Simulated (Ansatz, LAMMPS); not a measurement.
# Amorphous 29Ga2O3-71GeO2 (mol %) (86 atoms) under strain, part 3 of 3

Aim: relax amorphous 29Ga2O3-71GeO2 (mol %) (86 atoms), then change its volume and shape to read moduli from the stress.

Ansatz 0.2.0; Kohn-Sham DFT, PBE, PAW (set soft_2), plane waves.

The cell: 14 Ga, 17 Ge and 55 O. The quench rate of 100 K/ps is orders of magnitude faster than experiment. The starting topology of bonds comes from the classical model. Only the Γ point is sampled.

So far. Step 9 (Volume -10 %): The relaxation converged after 9 steps, 4.00 eV below its start, with a largest force component of 0.024 eV/Å. Step 9 (Volume -10 %): Volume -10 %: the energy stands 2.40 eV above that of the reference, at a pressure of 6.89 GPa.

## (10) Stretched by 1 % along x

The relaxed cell is strained along x alone, which gives the stiffness along x and its coupling to y and z.

input.yaml reads:

```yaml
crystal:
  lattice:
    - [10.92856, -0.02153, -0.03635]
    - [-0.02175, 10.68539, 0.05068]
    - [-0.03671, 0.05068, 10.36234]
  atoms:
    [... the 86 atom lines of step 4 ...]
kpoints:
  mp_grid: { grid: [1, 1, 1] }
hamiltonian:
  xc: pbe
scf:
  occupations: { method: fermi_dirac, width: 0.025 }
output:
  forces: true
  eigenvalues: true
  stress: true
relax:
  f_tol: 0.05
  max_steps: 70
```

Run with:

```console
$ ansatz run input.yaml --threads 4 --pin off --max-ram 8192MiB --backend cpu --events-out ev --progress --plain --runs-dir out
```

Numbers of over 12 decimals in the logs are rounded to 6 here.

Output:

```text
[...]
Crystal: 86 atoms, lattice volume = 1210.025 Å³
Basis set: ecut = 420 eV, 23631 PW (Γ), exchange–correlation on 150×144×144 points (8 copies of the dense FFT grid, shifted against one another)
Bands: 461, of which v1, the nominal top of the filled ones, is band 375 counted from 1 (374 counted from 0)
Symmetry: 1 space group operations
[...]
k-points: 1
[...]
SCF iter   1: F=—  HF=-157183.726220 eV  |F-HF|=—  |Δ(HF+E_count)|=         —  Δρ=2.69e-3  dr2=9.55e-2  ethr=1.77e-3  ⟨swp⟩=6.0  Hψ=1688  notcnv=0  defer=53
[...]
SCF iter   6: F=-157183.725081 eV  HF=-157183.725087 eV  |F-HF|=6.10e-6  |Δ(HF+E_count)|=   1.13e-5  Δρ=3.91e-5  dr2=1.97e-5  ethr=8.33e-9  ⟨swp⟩=13.0  Hψ=2156  notcnv=0
SCF 1 converged in 6 iterations: F = -157183.725081 eV  dr2 = 1.97e-5
[...]
relax step   1: F+E_penalty+E_count = -157183.72508136 eV  Δ(F+E_penalty+E_count) = +0.000e0 eV  max|allowed force component| = 3.119e-1 eV/Å  Δτ_max = 0.0000 Å  (6 SCF iters, dr2 threshold 6.25e-5 eV, accepted)
[...]
relax step   2: F+E_penalty+E_count = -157183.76108990 eV  Δ(F+E_penalty+E_count) = -3.601e-2 eV  max|allowed force component| = 1.509e-1 eV/Å  Δτ_max = 0.0237 Å  (6 SCF iters, dr2 threshold 6.08e-6 eV, accepted)
[...]
relax step   3: F+E_penalty+E_count = -157183.77550806 eV  Δ(F+E_penalty+E_count) = -1.442e-2 eV  max|allowed force component| = 4.843e-2 eV/Å  Δτ_max = 0.0190 Å  (9 SCF iters, accepted)
SCF converged after 9 iterations
Free energy (F): -157183.775508 eV
[...]
Internal energy: -157183.775508 eV  (E = F + TS)
E sigma→0 (E₀):  -157183.775508 eV
Fermi energy:    5.277687 eV
[...]
--- Forces (eV/Å), atoms counted from 1 ---
  atom   1  Ga    -0.00809389    -0.01394638    -0.02385227
  atom   2  Ga     0.01726353    -0.01517609     0.00339679
  atom   3  Ga     0.00425806     0.01094224     0.01064914
  atom   4  Ga     0.00545179     0.00811939     0.04554550
  atom   5  Ga    -0.00093173    -0.03193447    -0.01144734
  atom   6  Ga     0.00403961    -0.00710118     0.01161054
  atom   7  Ga     0.01538498    -0.01062364    -0.02408503
  atom   8  Ga     0.01817385     0.00477392     0.01882969
  atom   9  Ga     0.01016760     0.04191068    -0.00219254
  atom  10  Ga     0.00461769    -0.02769763    -0.01685579
  atom  11  Ga     0.00419484     0.00080298    -0.00073527
  atom  12  Ga    -0.00707038     0.00672973    -0.00865316
  atom  13  Ga     0.01609857     0.00093896     0.01340986
  atom  14  Ga    -0.01492752    -0.00536290    -0.02006614
[...]
atom  85  O     -0.00433743     0.01335833     0.02864438
  atom  86  O     -0.03297922    -0.00003678    -0.01681354
  max |Σ_I F_I| component: 2.73e-5 eV/Å
--- Stress (GPa, compression-positive) ---
       -1.188606      -0.043751      -0.000992
       -0.043751      -0.483665      -0.024948
       -0.000992      -0.024948      -0.541848
  P = ⅓ Tr σ = -0.7380 GPa (-7.380 kbar)
--- Band table (eV) ---
[...]
--- Relaxed structure (3 steps of the walk, 3 accepted, 0 SCFs on fresh bases) ---
  F+E_penalty+E_count = -157183.77550806 eV   max|allowed force component| = 4.843e-2 eV/Å
  atoms:
    - { symbol: Ga, position: [0.205796, 0.720145, 0.067803] }
    - { symbol: Ga, position: [0.525460, 0.026169, 0.282120] }
    - { symbol: Ga, position: [0.571846, 0.074089, 0.00452647] }
    - { symbol: Ga, position: [0.201537, 0.243171, 0.785080] }
[...]
- { symbol: O, position: [0.492764, 0.459151, 0.013371] }
```

Run time: 32 s. Hardware: 4 threads of AMD EPYC 9R14 (Zen 4), shared host; peak memory 1.9 GiB.

The relaxation converged after 3 steps, 0.0504 eV below its start, with a largest force component of 0.048 eV/Å.

Stretched by 1 % along x: the energy stands 0.0418 eV above that of the reference, at a pressure of -0.738 GPa.

## (11) Compressed by 1 % along x

The relaxed cell is strained along x alone, which gives the stiffness along x and its coupling to y and z.

input.yaml, the sections that differ from step 10:

```yaml
crystal:
  lattice:
    - [10.71216, -0.02153, -0.03635]
    - [-0.02131, 10.68539, 0.05068]
    - [-0.03599, 0.05068, 10.36234]
  atoms:
    [... the 86 atom lines of step 4 ...]
# kpoints, hamiltonian, scf, output, relax: as in step 10
```

Output:

```text
[...]
Crystal: 86 atoms, lattice volume = 1186.065 Å³
Basis set: ecut = 420 eV, 23177 PW (Γ), exchange–correlation on 144×144×144 points (8 copies of the dense FFT grid, shifted against one another)
Bands: 461, of which v1, the nominal top of the filled ones, is band 375 counted from 1 (374 counted from 0)
Symmetry: 1 space group operations
[...]
k-points: 1
[...]
SCF iter   1: F=—  HF=-157183.724505 eV  |F-HF|=—  |Δ(HF+E_count)|=         —  Δρ=2.66e-3  dr2=9.10e-2  ethr=1.77e-3  ⟨swp⟩=6.0  Hψ=1685  notcnv=0  defer=56
[...]
SCF iter   6: F=-157183.724947 eV  HF=-157183.724951 eV  |F-HF|=4.51e-6  |Δ(HF+E_count)|=   9.17e-6  Δρ=3.70e-5  dr2=1.69e-5  ethr=8.33e-9  ⟨swp⟩=10.0  Hψ=2213  notcnv=0
SCF 1 converged in 6 iterations: F = -157183.724947 eV  dr2 = 1.69e-5
[...]
relax step   1: F+E_penalty+E_count = -157183.72494692 eV  Δ(F+E_penalty+E_count) = +0.000e0 eV  max|allowed force component| = 3.406e-1 eV/Å  Δτ_max = 0.0000 Å  (6 SCF iters, dr2 threshold 6.25e-5 eV, accepted)
[...]
relax step   2: F+E_penalty+E_count = -157183.76366457 eV  Δ(F+E_penalty+E_count) = -3.872e-2 eV  max|allowed force component| = 1.649e-1 eV/Å  Δτ_max = 0.0234 Å  (6 SCF iters, dr2 threshold 7.25e-6 eV, accepted)
[...]
relax step   3: F+E_penalty+E_count = -157183.77942958 eV  Δ(F+E_penalty+E_count) = -1.577e-2 eV  max|allowed force component| = 5.035e-2 eV/Å  Δτ_max = 0.0197 Å  (9 SCF iters, accepted)
relax step   4: F+E_penalty+E_count = -157183.77626489 eV  Δ(F+E_penalty+E_count) = +3.165e-3 eV  max|allowed force component| = 1.423e-1 eV/Å  Δτ_max = 0.0325 Å  (9 SCF iters, rejected (line search))
[...]
relax step   5: F+E_penalty+E_count = -157183.78258184 eV  Δ(F+E_penalty+E_count) = -3.152e-3 eV  max|allowed force component| = 2.973e-2 eV/Å  Δτ_max = 0.0092 Å  (8 SCF iters, accepted)
SCF converged after 8 iterations
Free energy (F): -157183.782582 eV
[...]
Internal energy: -157183.782582 eV  (E = F + TS)
E sigma→0 (E₀):  -157183.782582 eV
Fermi energy:    5.535347 eV
[...]
--- Forces (eV/Å), atoms counted from 1 ---
  atom   1  Ga     0.00237821     0.00442150    -0.00148130
  atom   2  Ga    -0.00822357     0.00033891    -0.00137487
  atom   3  Ga     0.00035403    -0.01324211    -0.00684349
  atom   4  Ga    -0.00991261     0.00103699    -0.02972707
  atom   5  Ga    -0.00235326    -0.01174093    -0.00691752
  atom   6  Ga     0.00406889     0.01785898    -0.01035230
  atom   7  Ga    -0.00488479     0.00098713     0.00782327
  atom   8  Ga    -0.00405459     0.00008986     0.00489542
  atom   9  Ga    -0.01954214    -0.01225488     0.00077359
  atom  10  Ga    -0.00905621     0.01941063     0.01437884
  atom  11  Ga    -0.00268224    -0.01397938     0.00215075
  atom  12  Ga     0.00025804     0.01053660    -0.00154487
  atom  13  Ga    -0.02175076    -0.00324164    -0.01347946
  atom  14  Ga    -0.00460099     0.00081628     0.00556142
[...]
atom  85  O      0.01041478    -0.00690750    -0.01680524
  atom  86  O     -0.00997437     0.02228728    -0.01428309
  max |Σ_I F_I| component: 9.05e-5 eV/Å
--- Stress (GPa, compression-positive) ---
        1.078970       0.040304      -0.022380
        0.040304       0.402234      -0.009268
       -0.022379      -0.009268       0.458045
  P = ⅓ Tr σ = 0.6464 GPa (6.464 kbar)
--- Band table (eV) ---
[...]
--- Relaxed structure (5 steps of the walk, 4 accepted, 0 SCFs on fresh bases) ---
  F+E_penalty+E_count = -157183.78258184 eV   max|allowed force component| = 2.973e-2 eV/Å
  atoms:
    - { symbol: Ga, position: [0.203429, 0.721100, 0.069443] }
    - { symbol: Ga, position: [0.524539, 0.026480, 0.281459] }
    - { symbol: Ga, position: [0.573813, 0.074408, 0.00547056] }
    - { symbol: Ga, position: [0.201252, 0.244614, 0.783148] }
[...]
- { symbol: O, position: [0.493888, 0.459371, 0.012408] }
```

Run time: 52 s. Hardware: 4 threads; peak memory 1.8 GiB.

The relaxation converged after 5 steps, 0.0576 eV below its start, with a largest force component of 0.030 eV/Å.

Compressed by 1 % along x: the energy stands 0.0347 eV above that of the reference, at a pressure of 0.646 GPa.

## (12) Sheared by 2 % in xy

A shear of the relaxed cell gives the modulus that volume changes can't reach.

input.yaml, the sections that differ from step 11:

```yaml
crystal:
  lattice:
    - [10.82014, 0.08667, -0.03635]
    - [0.08532, 10.68517, 0.05068]
    - [-0.03584, 0.05032, 10.36234]
  atoms:
    [... the 86 atom lines of step 4 ...]
# kpoints, hamiltonian, scf, output, relax: as in step 11
```

Output:

```text
[...]
Crystal: 86 atoms, lattice volume = 1197.924 Å³
Basis set: ecut = 420 eV, 23371 PW (Γ), exchange–correlation on 150×144×144 points (8 copies of the dense FFT grid, shifted against one another)
Bands: 461, of which v1, the nominal top of the filled ones, is band 375 counted from 1 (374 counted from 0)
Symmetry: 1 space group operations
[...]
k-points: 1
[...]
SCF iter   1: F=—  HF=-157183.673528 eV  |F-HF|=—  |Δ(HF+E_count)|=         —  Δρ=2.69e-3  dr2=9.43e-2  ethr=1.77e-3  ⟨swp⟩=6.0  Hψ=1692  notcnv=0  defer=53
[...]
SCF iter   5: F=—  HF=-157183.672320 eV  |F-HF|=—  |Δ(HF+E_count)|=   1.48e-5  Δρ=1.27e-4  dr2=1.87e-4  ethr=7.08e-8  ⟨swp⟩=2.0  Hψ=666  notcnv=0  defer=80
SCF iter   6: F=-157183.672303 eV  HF=-157183.672308 eV  |F-HF|=5.65e-6  |Δ(HF+E_count)|=   1.21e-5  Δρ=3.83e-5  dr2=1.83e-5  ethr=8.33e-9  ⟨swp⟩=12.0  Hψ=2155  notcnv=0
SCF 1 converged in 6 iterations: F = -157183.672303 eV  dr2 = 1.83e-5
[...]
relax step   1: F+E_penalty+E_count = -157183.67230268 eV  Δ(F+E_penalty+E_count) = +0.000e0 eV  max|allowed force component| = 4.697e-1 eV/Å  Δτ_max = 0.0000 Å  (6 SCF iters, dr2 threshold 6.25e-5 eV, accepted)
[...]
relax step   2: F+E_penalty+E_count = -157183.73584092 eV  Δ(F+E_penalty+E_count) = -6.354e-2 eV  max|allowed force component| = 2.638e-1 eV/Å  Δτ_max = 0.0292 Å  (6 SCF iters, dr2 threshold 1.38e-5 eV, accepted)
[...]
relax step   3: F+E_penalty+E_count = -157183.76047609 eV  Δ(F+E_penalty+E_count) = -2.464e-2 eV  max|allowed force component| = 6.590e-2 eV/Å  Δτ_max = 0.0275 Å  (6 SCF iters, dr2 threshold 4.35e-6 eV, accepted)
relax step   4: F+E_penalty+E_count = -157183.73256875 eV  Δ(F+E_penalty+E_count) = +2.791e-2 eV  max|allowed force component| = 1.332e-1 eV/Å  Δτ_max = 0.1322 Å  (10 SCF iters, rejected (line search))
[...]
relax step   5: F+E_penalty+E_count = -157183.76524763 eV  Δ(F+E_penalty+E_count) = -4.772e-3 eV  max|allowed force component| = 4.020e-2 eV/Å  Δτ_max = 0.0329 Å  (9 SCF iters, accepted)
SCF converged after 9 iterations
Free energy (F): -157183.765248 eV
[...]
Internal energy: -157183.765248 eV  (E = F + TS)
E sigma→0 (E₀):  -157183.765248 eV
Fermi energy:    5.407745 eV
[...]
Σ components = -157183.765248   (vs F -157183.765248, Δ=0.00e0)
--- Forces (eV/Å), atoms counted from 1 ---
  atom   1  Ga     0.01913138    -0.00580588    -0.01095112
  atom   2  Ga     0.01062416    -0.00221857    -0.00571128
  atom   3  Ga     0.01260162    -0.00382216    -0.00455794
  atom   4  Ga     0.00436719     0.00138121     0.01370097
[...]
atom  86  O     -0.01437868     0.01863508    -0.00954315
  max |Σ_I F_I| component: 9.49e-5 eV/Å
--- Stress (GPa, compression-positive) ---
       -0.093971      -0.639449       0.016722
       -0.639449      -0.063319       0.063935
        0.016722       0.063935      -0.026558
  P = ⅓ Tr σ = -0.0613 GPa (-0.613 kbar)
--- Band table (eV) ---
[...]
--- Relaxed structure (5 steps of the walk, 4 accepted, 0 SCFs on fresh bases) ---
  F+E_penalty+E_count = -157183.76524763 eV   max|allowed force component| = 4.020e-2 eV/Å
  atoms:
    - { symbol: Ga, position: [0.204790, 0.723012, 0.067773] }
    - { symbol: Ga, position: [0.524195, 0.026285, 0.281395] }
    - { symbol: Ga, position: [0.572267, 0.073010, 0.00451789] }
    - { symbol: Ga, position: [0.200824, 0.245772, 0.786161] }
[...]
- { symbol: O, position: [0.494866, 0.459111, 0.012077] }
```

It took 53 s on 4 threads; peak memory 1.9 GiB; 3.3 min of CPU time.

The relaxation converged after 5 steps, 0.0929 eV below its start, with a largest force component of 0.040 eV/Å.

Sheared by 2 % in xy: the energy stands 0.0520 eV above that of the reference, at a pressure of -0.0613 GPa.

## (13) Pressure against volume

Atoms are relaxed at each volume, in the scaled cell.

```
volume change (%)  volume (Å³/atom)  energy change (meV/atom)  pressure (GPa)  largest move on relaxing (Å)  bonds  gap (eV)
              -10            12.538                     27.87            6.89                          0.38    142                1.90
               -6            13.095                      9.48            3.81                          0.30    142                1.88
               -3            13.513                      2.18            1.79                          0.16    141                1.83
               +0            13.931                      0.00            0.00                             -    140                1.75
               +3            14.349                      2.11           -1.59                          0.19    140                1.65
               +6            14.767                      7.77           -2.68                          0.43    137                1.53
```

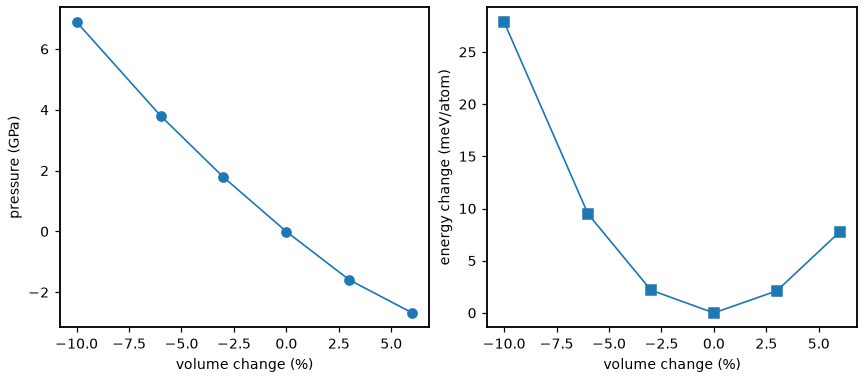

Pressure and energy against volume.

## (14) Uniaxial strain and shear

Stress (GPa, compression positive) less that of the relaxed cell, atoms relaxed:

```
                   strain      xx      yy      zz      xy  energy change (meV/atom)
 stretched by 1 % along x  -1.187  -0.479  -0.533  -0.041                      0.49
compressed by 1 % along x   1.080   0.406   0.467   0.043                      0.40
     sheared by 2 % in xy  -0.093  -0.059  -0.018  -0.637                      0.60
```

## (15) What came out

The bulk modulus, from the slope of pressure against ln V over the three points nearest the relaxed volume, is 56.3 GPa; a quadratic over all points gives a pressure derivative of about 4.2. The count of bonds runs from 137 to 142 over the series, so at some points contacts cross the cutoffs. The gap goes from 1.90 eV at the smallest volume to 1.53 eV at the largest, -2.3 eV per unit of ln V by a straight line, on the run's k-points. In the Cartesian axes of the cell, finite differences give C11 = 113, C12 = 44.3, C13 = 50.0 and C66 = 31.9 GPa (the shear of 2 % is the engineering strain, εxy = 0.01). The mean of C11, C12 and C13, which equals the bulk modulus in a cubic or isotropic solid, is 69.2 GPa: it lies 23 % over the bulk modulus from the volumes. For an isotropic solid C66 would equal (C11 − C12)/2 = 34.5 GPa; so small a sample needn't be isotropic, and C66 rests on one shear. With the bulk modulus and C66 as K and G, Young's modulus would be about 80 GPa and Poisson's ratio 0.26.

Caveats: Strains are finite and relaxations stop at the force tolerance of the input, which can leave moduli too stiff; they are those of a static cell at zero temperature. Volumes are changed with the cell's shape held, so in an anisotropic solid the modulus lies over the one under free hydrostatic load. The program notes that the SCF threshold of the relaxations is loose for the stress.

The DFT runs together took 15 min of wall time.

[Logs are printed without paths, hosts, clocks, repeated set-up lines and the standing remarks that a program may print on its own settings, such as how far it seeks lower states.]

[Hosts, paths, dates, database ids (printed as entryN), source tags and the programs' standing remarks are cut or masked in the printed files.]
